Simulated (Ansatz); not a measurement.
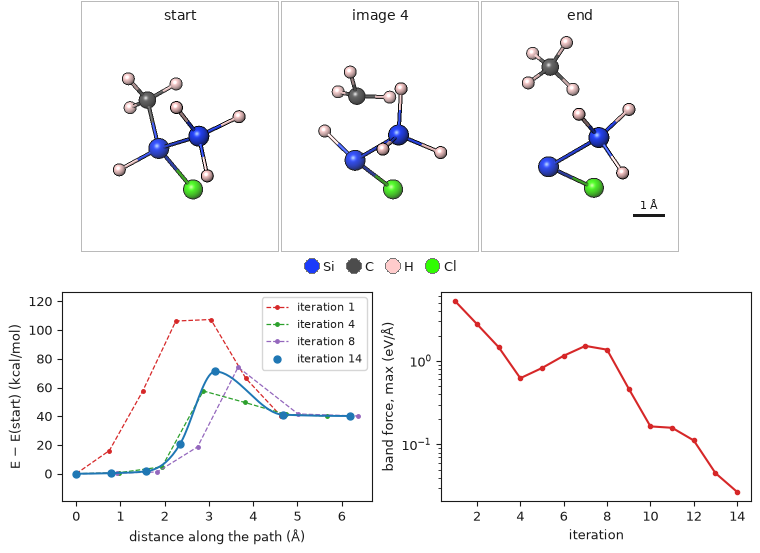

A nudged-elastic-band calculation for CH7ClSi2. Images are numbered from 0 (start) to 6 (end). The plot follows the band through its iterations. The picture is a ball-and-stick view, seen from a free direction.

All numbers below come from RKS B3LYP/def2-SVP in Ansatz 0.2.0. Run with 5 movable images; climbing image; force threshold 0.03 eV/Å; iteration limit 60; starting path through a guess of the saddle point.

### Did the band converge, and can the barrier be trusted?

The run is converged, with reservations. The band converged in 14 iterations. The largest component of the band force went from 5.2 to 0.027 eV/Å. The climbing image converged on the top of the path. Its vibrational analysis gives 2 imaginary modes over 30i cm⁻¹, so it isn't confirmed as a transition state. The first iteration put the highest image at 107.3 kcal/mol. The energy climbs by 71.1 kcal/mol to image 4 and then falls by 31.0 kcal/mol, so the end point sits at +40.2 kcal/mol.

The run took 5.3 min on 2 threads of Arm Neoverse N1, with other jobs on the host, peak memory 0.22 GiB.
